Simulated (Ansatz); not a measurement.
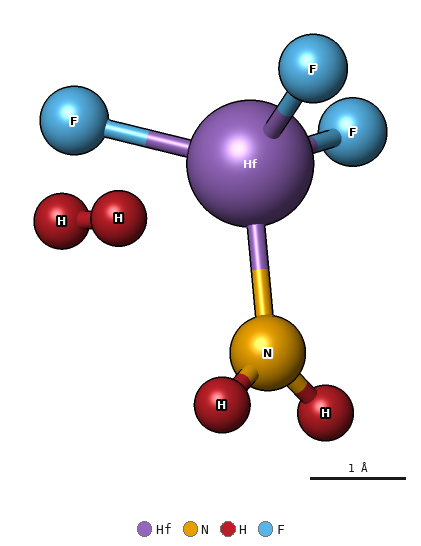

Fig. 1: The input geometry (ball-and-stick view, seen at a tilt). Sticks mark near contacts.

HfNH₄F₃: nudged elastic band (part 1 of 2)

System: HfNH₄F₃.
Method: RKS PBE-D4/def2-SVP (Ansatz 0.2.0).

The run did not end well. One setting was made poor on purpose. It belongs to a series of runs on one base structure; here: band between the two ends.

Input file:
```yaml
crystal:
  periodic: [false, false, false]
  atoms:
    - { symbol: Hf, position_ang: [0.170231, 0.013161, 0.191625] }
    - { symbol: "N", position_ang: [0.295564, -0.024607, 2.218378] }
    - { symbol: H, position_ang: [-0.484638, -0.069686, 2.882755] }
    - { symbol: H, position_ang: [1.172285, 0.006169, 2.751769] }
    - { symbol: F, position_ang: [1.991478, -0.014048, -0.413343] }
    - { symbol: F, position_ang: [-0.713568, 1.627377, -0.392295] }
    - { symbol: F, position_ang: [-0.812469, -1.523439, -0.44331] }
    - { symbol: H, position_ang: [-2.606782, -0.381888, 1.128773] }
    - { symbol: H, position_ang: [-2.608602, 0.378461, 1.250548] }
basis:
  gaussian: { orbitals: def2-SVP }
hamiltonian:
  xc: pbe
  dispersion: d4
neb:
  order_check: false
  images: 5
  f_tol: 0.03
  max_iterations: 60
  max_displacement: 0.02
  optimiser: fire
  final_atoms:
    - { symbol: Hf, position_ang: [-0.40784615, 0.18786449, -0.09065997] }
    - { symbol: "N", position_ang: [-0.32320432, -0.26425239, 2.32062416] }
    - { symbol: H, position_ang: [-0.37079571, -1.26974824, 2.54000051] }
    - { symbol: H, position_ang: [0.53297627, 0.09827559, 2.76426465] }
    - { symbol: F, position_ang: [1.28965115, 1.01251315, 0.33681119] }
    - { symbol: F, position_ang: [-0.66379306, 0.66941953, -1.93578461] }
    - { symbol: F, position_ang: [-0.64517581, -1.732305, -0.11015709] }
    - { symbol: H, position_ang: [-1.89174937, 1.128994, 0.54617985] }
    - { symbol: H, position_ang: [-1.116564, 0.18073888, 2.80362131] }
  initial_path:
    images:
      - { positions_ang: [[0.170231, 0.013161, 0.191625], [0.295564, -0.024607, 2.218378], [-0.484638, -0.069686, 2.882755], [1.172285, 0.006169, 2.751769], [1.991478, -0.014048, -0.413343], [-0.713568, 1.627377, -0.392295], [-0.812469, -1.523439, -0.44331], [-2.606782, -0.381888, 1.128773], [-2.608602, 0.378461, 1.250548]] }
      - { positions_ang: [[0.10663789, 0.00578777, 0.12516084], [0.20721686, -0.01946749, 2.32949301], [-0.60364147, -0.13332529, 2.95490629], [1.08947004, 0.08482327, 2.85585475], [1.93850148, -0.02642739, -0.51028812], [-0.7854746, 1.62742062, -0.47783641], [-0.87580092, -1.54998042, -0.51145638], [-2.41993732, -0.24002929, 0.98941269], [-2.25347296, 0.26269821, 1.41965335]] }
      - { positions_ang: [[0.04304478, -0.00158546, 0.05869667], [0.11886971, -0.01432797, 2.44060802], [-0.72264495, -0.19696459, 3.02705757], [1.00665507, 0.16347754, 2.95994049], [1.88552496, -0.03880677, -0.60723324], [-0.8573812, 1.62746424, -0.56337783], [-0.93913283, -1.57652184, -0.57960275], [-2.23309263, -0.09817058, 0.85005237], [-1.89834391, 0.14693542, 1.5887587]] }
      - { positions_ang: [[-0.02054833, -0.00895869, -0.00776749], [0.03052257, -0.00918846, 2.55172303], [-0.84164842, -0.26060388, 3.09920886], [0.92384011, 0.24213181, 3.06402624], [1.83254844, -0.05118616, -0.70417837], [-0.9292878, 1.62750786, -0.64891924], [-1.00246475, -1.60306326, -0.64774913], [-2.04624795, 0.04368814, 0.71069206], [-1.54321487, 0.03117264, 1.75786405]] }
      - { positions_ang: [[-0.1496476, 0.05664904, -0.03539832], [-0.08738639, -0.09420977, 2.47469007], [-0.68469752, -0.59698533, 2.91280608], [0.79355216, 0.19417974, 2.96410571], [1.65158268, 0.30338028, -0.35718185], [-0.84078955, 1.30814508, -1.07787437], [-0.88336844, -1.64614384, -0.46855178], [-1.99474842, 0.40545676, 0.65585465], [-1.40099791, 0.08102805, 2.1064498]] }
      - { positions_ang: [[-0.27874688, 0.12225677, -0.06302914], [-0.20529536, -0.17923108, 2.39765711], [-0.52774661, -0.93336679, 2.72640329], [0.66326422, 0.14622766, 2.86418518], [1.47061691, 0.65794671, -0.01018533], [-0.75229131, 0.9887823, -1.50682949], [-0.76427212, -1.68922442, -0.28935443], [-1.9432489, 0.76722538, 0.60101725], [-1.25878095, 0.13088346, 2.45503556]] }
      - { positions_ang: [[-0.40784615, 0.18786449, -0.09065997], [-0.32320432, -0.26425239, 2.32062416], [-0.37079571, -1.26974824, 2.54000051], [0.53297627, 0.09827559, 2.76426465], [1.28965115, 1.01251315, 0.33681119], [-0.66379306, 0.66941953, -1.93578461], [-0.64517581, -1.732305, -0.11015709], [-1.89174937, 1.128994, 0.54617985], [-1.116564, 0.18073888, 2.80362131]] }
```

Command:
```bash
ansatz run input.yaml --threads 2 --pin off --max-ram 3072MiB --backend cpu --events-out ev --progress --plain --runs-dir out
```

What the program printed:
```
Engine: ansatz 0.2.0, aarch64-unknown-linux-gnu
Functional definition: PBE
  parameter kappa = 0.804
  parameter beta = 0.06672455060314922
  exchange = pbe_x(kappa = kappa, mu = beta*pi^2/3)
  correlation = pbe_c(beta = beta)
1162 factors; their error is unknown
mean field evaluation 1: about -10989.5663 eV, gradient 8.7e1 eV
mean field evaluation 2: about -10890.9914 eV, gradient 2.3e2 eV
mean field evaluation 4: about -11003.0611 eV, gradient 1.4e1 eV
mean field evaluation 8: about -11003.4406 eV, gradient 2.0e-1 eV
mean field evaluation 16: about -11003.3505 eV, gradient 2.4e-3 eV
mean field -11003.35049043 eV, -404.3656721845 hartree, gradient 2.7e-5 eV, S^2 0.000000; 0 other end points of the search recorded, 0 dependent functions left out
the calculation of the forces begins
reference -11003.35056549 eV, -404.3656749427 hartree; 25, 25 occupied and 83, 83 virtual orbitals, 1162 factors
1162 factors; their error is unknown
mean field evaluation 32: about -11003.5060 eV, gradient 5.6e-3 eV
mean field -11003.50600659 eV, -404.3713872979 hartree, gradient 5.4e-5 eV, S^2 0.000000; 0 other end points of the search recorded, 0 dependent functions left out
[... from here on the field's lines of each further geometry are left out, up to the last ...]
NEB iter   1: max|band force component| = 8.726e0 eV/Å  barrier→ = 4.3064 eV  barrier← = 4.4639 eV  Δτ_max = 0.0200 Å  (204 SCF iters)
NEB iter   2: max|band force component| = 5.935e0 eV/Å  barrier→ = 3.8038 eV  barrier← = 3.9614 eV  Δτ_max = 0.0200 Å  (154 SCF iters)
NEB iter   3: max|band force component| = 3.974e0 eV/Å  barrier→ = 3.3737 eV  barrier← = 3.5313 eV  Δτ_max = 0.0200 Å  (153 SCF iters)
NEB iter   4: max|band force component| = 3.255e0 eV/Å  barrier→ = 3.0379 eV  barrier← = 3.1954 eV  Δτ_max = 0.0200 Å  (153 SCF iters)
NEB iter   5: max|band force component| = 3.143e0 eV/Å  barrier→ = 2.7627 eV  barrier← = 2.9203 eV  Δτ_max = 0.0200 Å  (154 SCF iters)
NEB iter   6: max|band force component| = 2.987e0 eV/Å  barrier→ = 2.5727 eV  barrier← = 2.7302 eV  Δτ_max = 0.0200 Å  (153 SCF iters)
NEB iter   7: max|band force component| = 2.785e0 eV/Å  barrier→ = 2.4187 eV  barrier← = 2.5762 eV  Δτ_max = 0.0200 Å  (157 SCF iters)
NEB iter   8: max|band force component| = 2.544e0 eV/Å  barrier→ = 2.2814 eV  barrier← = 2.4389 eV  Δτ_max = 0.0200 Å  (156 SCF iters)
NEB iter   9: max|band force component| = 2.289e0 eV/Å  barrier→ = 2.1520 eV  barrier← = 2.3095 eV  Δτ_max = 0.0200 Å  (157 SCF iters)
NEB iter  10: max|band force component| = 2.022e0 eV/Å  barrier→ = 2.0312 eV  barrier← = 2.1887 eV  Δτ_max = 0.0200 Å  (157 SCF iters)
NEB iter  11: max|band force component| = 1.739e0 eV/Å  barrier→ = 1.9170 eV  barrier← = 2.0746 eV  Δτ_max = 0.0200 Å  (155 SCF iters)
NEB iter  12: max|band force component| = 1.567e0 eV/Å  barrier→ = 1.8086 eV  barrier← = 1.9662 eV  Δτ_max = 0.0200 Å  (154 SCF iters)
NEB iter  13: max|band force component| = 1.458e0 eV/Å  barrier→ = 1.7055 eV  barrier← = 1.8630 eV  Δτ_max = 0.0200 Å  (154 SCF iters)
NEB iter  14: max|band force component| = 1.344e0 eV/Å  barrier→ = 1.6074 eV  barrier← = 1.7650 eV  Δτ_max = 0.0200 Å  (155 SCF iters)
NEB iter  15: max|band force component| = 1.231e0 eV/Å  barrier→ = 1.5144 eV  barrier← = 1.6720 eV  Δτ_max = 0.0200 Å  (154 SCF iters)
NEB iter  16: max|band force component| = 1.130e0 eV/Å  barrier→ = 1.4264 eV  barrier← = 1.5840 eV  Δτ_max = 0.0200 Å  (155 SCF iters)
NEB iter  17: max|band force component| = 1.032e0 eV/Å  barrier→ = 1.3434 eV  barrier← = 1.5010 eV  Δτ_max = 0.0198 Å  (154 SCF iters)
NEB iter  18: max|band force component| = 1.005e0 eV/Å  barrier→ = 1.2661 eV  barrier← = 1.4236 eV  Δτ_max = 0.0200 Å  (154 SCF iters)
NEB iter  19: max|band force component| = 9.726e-1 eV/Å  barrier→ = 1.1940 eV  barrier← = 1.3516 eV  Δτ_max = 0.0160 Å  (154 SCF iters)
NEB iter  20: max|band force component| = 9.437e-1 eV/Å  barrier→ = 1.1404 eV  barrier← = 1.2980 eV  Δτ_max = 0.0200 Å  (154 SCF iters)
NEB iter  21: max|band force component| = 9.016e-1 eV/Å  barrier→ = 1.0798 eV  barrier← = 1.2374 eV  Δτ_max = 0.0144 Å  (153 SCF iters)
NEB iter  22: max|band force component| = 8.675e-1 eV/Å  barrier→ = 1.0410 eV  barrier← = 1.1986 eV  Δτ_max = 0.0200 Å  (154 SCF iters)
NEB iter  23: max|band force component| = 8.179e-1 eV/Å  barrier→ = 0.9909 eV  barrier← = 1.1485 eV  Δτ_max = 0.0130 Å  (153 SCF iters)
NEB iter  24: max|band force component| = 7.879e-1 eV/Å  barrier→ = 0.9606 eV  barrier← = 1.1182 eV  Δτ_max = 0.0200 Å  (155 SCF iters)
NEB iter  25: max|band force component| = 7.389e-1 eV/Å  barrier→ = 0.9162 eV  barrier← = 1.0737 eV  Δτ_max = 0.0118 Å  (153 SCF iters)
NEB iter  26: max|band force component| = 7.118e-1 eV/Å  barrier→ = 0.8910 eV  barrier← = 1.0486 eV  Δτ_max = 0.0200 Å  (154 SCF iters)
NEB iter  27: max|band force component| = 6.643e-1 eV/Å  barrier→ = 0.8495 eV  barrier← = 1.0071 eV  Δτ_max = 0.0107 Å  (153 SCF iters)
NEB iter  28: max|band force component| = 6.425e-1 eV/Å  barrier→ = 0.8278 eV  barrier← = 0.9854 eV  Δτ_max = 0.0200 Å  (154 SCF iters)
NEB iter  29: max|band force component| = 5.988e-1 eV/Å  barrier→ = 0.7882 eV  barrier← = 0.9458 eV  Δτ_max = 0.0097 Å  (151 SCF iters)
NEB iter  30: max|band force component| = 5.795e-1 eV/Å  barrier→ = 0.7693 eV  barrier← = 0.9268 eV  Δτ_max = 0.0192 Å  (154 SCF iters)
NEB iter  31: max|band force component| = 5.398e-1 eV/Å  barrier→ = 0.7328 eV  barrier← = 0.8904 eV  Δτ_max = 0.0200 Å  (151 SCF iters)
NEB iter  32: max|band force component| = 5.432e-1 eV/Å  barrier→ = 0.6962 eV  barrier← = 0.8538 eV  CI = image 4  Δτ_max = 0.0094 Å  (151 SCF iters)
NEB iter  33: max|band force component| = 5.459e-1 eV/Å  barrier→ = 0.7062 eV  barrier← = 0.8637 eV  CI = image 4  Δτ_max = 0.0186 Å  (155 SCF iters)
NEB iter  34: max|band force component| = 6.410e-1 eV/Å  barrier→ = 0.7308 eV  barrier← = 0.8884 eV  CI = image 4  Δτ_max = 0.0200 Å  (152 SCF iters)
NEB iter  35: max|band force component| = 6.823e-1 eV/Å  barrier→ = 0.7590 eV  barrier← = 0.9166 eV  CI = image 4  Δτ_max = 0.0104 Å  (152 SCF iters)
NEB iter  36: max|band force component| = 6.637e-1 eV/Å  barrier→ = 0.7712 eV  barrier← = 0.9288 eV  CI = image 4  Δτ_max = 0.0200 Å  (158 SCF iters)
NEB iter  37: max|band force component| = 6.305e-1 eV/Å  barrier→ = 0.7947 eV  barrier← = 0.9522 eV  CI = image 4  Δτ_max = 0.0098 Å  (154 SCF iters)
NEB iter  38: max|band force component| = 6.237e-1 eV/Å  barrier→ = 0.8056 eV  barrier← = 0.9631 eV  CI = image 4  Δτ_max = 0.0194 Å  (156 SCF iters)
NEB iter  39: max|band force component| = 6.021e-1 eV/Å  barrier→ = 0.8261 eV  barrier← = 0.9837 eV  CI = image 4  Δτ_max = 0.0200 Å  (154 SCF iters)
NEB iter  40: max|band force component| = 5.695e-1 eV/Å  barrier→ = 0.8455 eV  barrier← = 1.0031 eV  CI = image 4  Δτ_max = 0.0088 Å  (154 SCF iters)
NEB iter  41: max|band force component| = 5.490e-1 eV/Å  barrier→ = 0.8529 eV  barrier← = 1.0105 eV  CI = image 4  Δτ_max = 0.0173 Å  (155 SCF iters)
NEB iter  42: max|band force component| = 5.071e-1 eV/Å  barrier→ = 0.8665 eV  barrier← = 1.0241 eV  CI = image 4  Δτ_max = 0.0200 Å  (153 SCF iters)
NEB iter  43: max|band force component| = 4.547e-1 eV/Å  barrier→ = 0.8803 eV  barrier← = 1.0379 eV  CI = image 4  Δτ_max = 0.0071 Å  (153 SCF iters)
NEB iter  44: max|band force component| = 4.329e-1 eV/Å  barrier→ = 0.8844 eV  barrier← = 1.0420 eV  CI = image 4  Δτ_max = 0.0138 Å  (156 SCF iters)
NEB iter  45: max|band force component| = 3.873e-1 eV/Å  barrier→ = 0.8915 eV  barrier← = 1.0491 eV  CI = image 4  Δτ_max = 0.0198 Å  (153 SCF iters)
NEB iter  46: max|band force component| = 3.144e-1 eV/Å  barrier→ = 0.8995 eV  barrier← = 1.0571 eV  CI = image 4  Δτ_max = 0.0200 Å  (153 SCF iters)
NEB iter  47: max|band force component| = 2.906e-1 eV/Å  barrier→ = 0.9045 eV  barrier← = 1.0621 eV  CI = image 4  Δτ_max = 0.0050 Å  (154 SCF iters)
NEB iter  48: max|band force component| = 2.815e-1 eV/Å  barrier→ = 0.9044 eV  barrier← = 1.0619 eV  CI = image 4  Δτ_max = 0.0098 Å  (157 SCF iters)
NEB iter  49: max|band force component| = 2.657e-1 eV/Å  barrier→ = 0.9035 eV  barrier← = 1.0610 eV  CI = image 4  Δτ_max = 0.0142 Å  (153 SCF iters)
NEB iter  50: max|band force component| = 2.454e-1 eV/Å  barrier→ = 0.9009 eV  barrier← = 1.0585 eV  CI = image 4  Δτ_max = 0.0182 Å  (153 SCF iters)
NEB iter  51: max|band force component| = 2.202e-1 eV/Å  barrier→ = 0.8954 eV  barrier← = 1.0530 eV  CI = image 4  Δτ_max = 0.0200 Å  (153 SCF iters)
NEB iter  52: max|band force component| = 1.884e-1 eV/Å  barrier→ = 0.8868 eV  barrier← = 1.0443 eV  CI = image 4  Δτ_max = 0.0028 Å  (153 SCF iters)
NEB iter  53: max|band force component| = 1.781e-1 eV/Å  barrier→ = 0.8846 eV  barrier← = 1.0422 eV  CI = image 4  Δτ_max = 0.0054 Å  (158 SCF iters)
NEB iter  54: max|band force component| = 1.592e-1 eV/Å  barrier→ = 0.8805 eV  barrier← = 1.0381 eV  CI = image 4  Δτ_max = 0.0077 Å  (155 SCF iters)
NEB iter  55: max|band force component| = 1.642e-1 eV/Å  barrier→ = 0.8746 eV  barrier← = 1.0322 eV  CI = image 4  Δτ_max = 0.0105 Å  (153 SCF iters)
NEB iter  56: max|band force component| = 1.752e-1 eV/Å  barrier→ = 0.8673 eV  barrier← = 1.0248 eV  CI = image 4  Δτ_max = 0.0133 Å  (153 SCF iters)
NEB iter  57: max|band force component| = 1.843e-1 eV/Å  barrier→ = 0.8591 eV  barrier← = 1.0167 eV  CI = image 4  Δτ_max = 0.0163 Å  (152 SCF iters)
NEB iter  58: max|band force component| = 1.914e-1 eV/Å  barrier→ = 0.8508 eV  barrier← = 1.0084 eV  CI = image 4  Δτ_max = 0.0200 Å  (152 SCF iters)
NEB iter  59: max|band force component| = 2.017e-1 eV/Å  barrier→ = 0.8431 eV  barrier← = 1.0007 eV  CI = image 4  Δτ_max = 0.0039 Å  (152 SCF iters)
the calculation of the forces begins
reference -11002.50916330 eV, -404.3347539827 hartree; 25, 25 occupied and 83, 83 virtual orbitals, 1162 factors
these checks for a lower state are left out or cut short: starts, cluster_reference, orbital_swaps, neighbouring_geometries, increment
1162 factors; their error is unknown
mean field -11003.25333995 eV, -404.3621019702 hartree, gradient 1.3e-5 eV, S^2 0.000000; 0 other end points of the search recorded, 0 dependent functions left out
the calculation of the forces begins
reference -11003.25341572 eV, -404.3621047546 hartree; 25, 25 occupied and 83, 83 virtual orbitals, 1162 factors
NEB iter  60: max|band force component| = 1.961e-1 eV/Å  barrier→ = 0.8426 eV  barrier← = 1.0002 eV  CI = image 4  Δτ_max = 0.0077 Å  (158 SCF iters)
```
